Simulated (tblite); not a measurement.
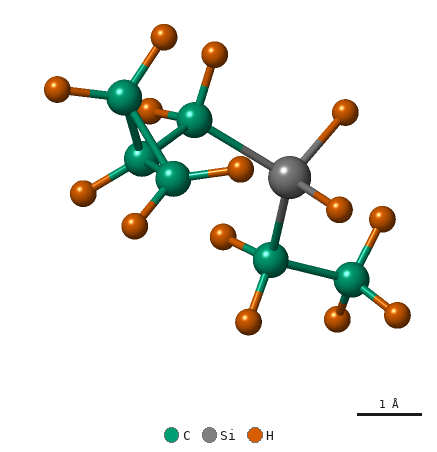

Starting structure of C$_{6}$H$_{14}$Si. The picture is a ball-and-stick view, seen from a free direction.

Computed with GFN2-xTB geometry optimisation, gas phase (tblite 0.8.0).

```xyz
21

C    -3.4825    0.1186   -0.0283
C    -2.1456   -0.5601    0.1249
Si   -0.7532    0.6906    0.1953
C     0.7785    0.0887    0.9819
C     1.7459   -0.6388    0.1386
C     2.4117   -0.0659   -1.0697
C     3.1710   -0.0681    0.2259
H    -3.6145    0.5557   -1.0215
H    -3.5839    0.9301    0.7303
H    -4.3221   -0.6165    0.1322
H    -2.1978   -1.1620    1.0742
H    -2.0632   -1.2566   -0.7388
H    -1.2843    1.7704    1.0986
H    -0.4998    1.3337   -1.0931
H     1.2872    0.9671    1.4539
H     0.5101   -0.6282    1.8365
H     1.7662   -1.7448    0.1800
H     2.1584    0.9385   -1.4459
H     2.8368   -0.8108   -1.7796
H     3.9911   -0.7740    0.4418
H     3.2810    0.9490    0.7170
```

What does the optimiser find from here?

H21 moves most after the best rigid fit: 0.91 Å. By element the largest moves are H 0.91 Å, C 0.47 Å, Si 0.30 Å. Some distances before and after: Si3–C4 1.824 → 1.907 Å, C7–H21 1.135 → 1.080 Å, C4–H16 1.147 → 1.093 Å, C5–C7 1.538 → 1.499 Å. Bond angles that change, for instance: C7–C6–H19 110.9° → 118.4°, C4–C5–C7 113.1° → 120.2°, C7–C5–H17 110.6° → 116.4°. Groups turn about C4–C5 by about 30°. After 108 geometry steps the energy has fallen by 16.1 kcal/mol.

Step by step:

```
step  E − E(0), kcal/mol
   0                0.00
   1               -7.20
   2               -9.17
   3              -10.03
   4              -10.68
   5              -11.17
   6              -11.55
   7              -11.76
   8              -11.93
   9              -12.10
  10              -12.28
  15              -12.98
  20              -13.38
  25              -13.69
  31              -14.13
  36              -14.46
  41              -14.65
  46              -14.84
  51              -15.05
  56              -15.33
  62              -15.63
  67              -15.89
  72              -15.98
  77              -16.01
  82              -16.02
  87              -16.04
  93              -16.06
  98              -16.07
 103              -16.08
 108              -16.08
```

The structure at the end:

```xyz
21

C    -3.4357   -0.1631   -0.1436
C    -2.0193   -0.5329    0.2813
Si   -0.8412    0.9629    0.2978
C     0.8410    0.4462    1.0325
C     1.6156   -0.4827    0.1304
C     2.4412    0.0842   -0.9821
C     3.1120   -0.5362    0.2077
H    -3.4391    0.2444   -1.1518
H    -3.8495    0.5899    0.5228
H    -4.0907   -1.0332   -0.1248
H    -2.0562   -0.9878    1.2736
H    -1.6390   -1.3022   -0.3935
H    -1.4158    2.0257    1.1357
H    -0.6524    1.4707   -1.0675
H     1.4404    1.3377    1.2199
H     0.6939   -0.0370    2.0015
H     1.1104   -1.4205   -0.0696
H     2.4807    1.1587   -1.0804
H     2.4805   -0.4392   -1.9254
H     3.6067   -1.4878    0.0813
H     3.6077    0.1189    0.9085
```

After the run, drawn alike:

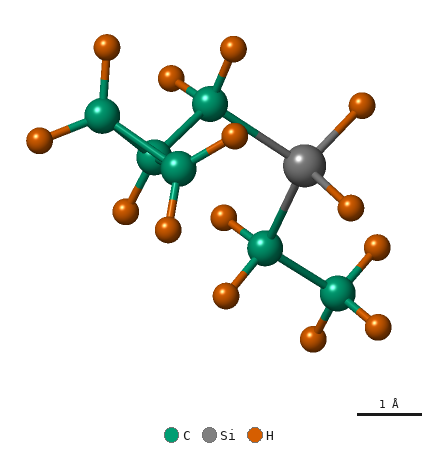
